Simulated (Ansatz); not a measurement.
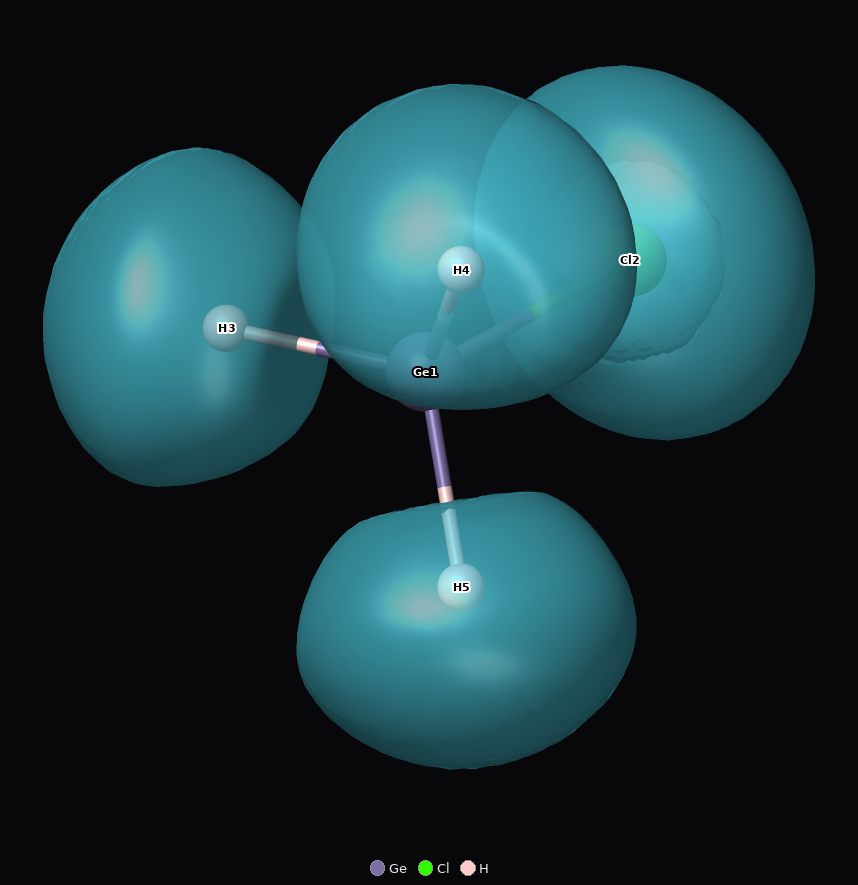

ClGeH3. Isosurface of the ELF at 0.75 (cyan), seen at an oblique angle. Only the valence region is drawn (cores and ρ < 0.01 e/Å³ removed).

Computed with RKS PBE/def2-mTZVP in Ansatz 0.2.0.

The calculation's input:

```
crystal:
  periodic: [false, false, false]
  atoms:
    - { symbol: Ge, position_ang: [0.0, 0.0, 0.0] }
    - { symbol: Cl, position_ang: [0.0, 0.0, 2.22] }
    - { symbol: H, position_ang: [1.4616, 0.0, -0.5162] }
    - { symbol: H, position_ang: [-0.73, 1.2648, -0.5162] }
    - { symbol: H, position_ang: [-0.73, -1.2648, -0.5162] }
basis:
  gaussian: { orbitals: def2-mTZVP }
hamiltonian:
  xc: pbe
relax:
  f_tol: 0.02
  max_steps: 40
output:
  orbitals: {}
```

Command:

```sh
ansatz run input.yaml --threads 1 --pin off --max-ram 2048MiB --backend cpu --events-out ev --progress --plain --runs-dir out
```

The fields are those of the run's last geometry, not of the input's.

### What do the ELF domains correspond to?

At this value the surface marks out three regions around hydrogen nuclei and one region wrapped around Cl (its valence shell). Along the contacts the grid gives the following. Ge–Cl (2.18 Å): the ELF peaks at about 0.80 in the valence shell of Cl, 1.0 Å from its nucleus, and is about 0.65 at the midpoint. Ge–H (1.54 Å): the ELF climbs to about 1 towards the hydrogen.
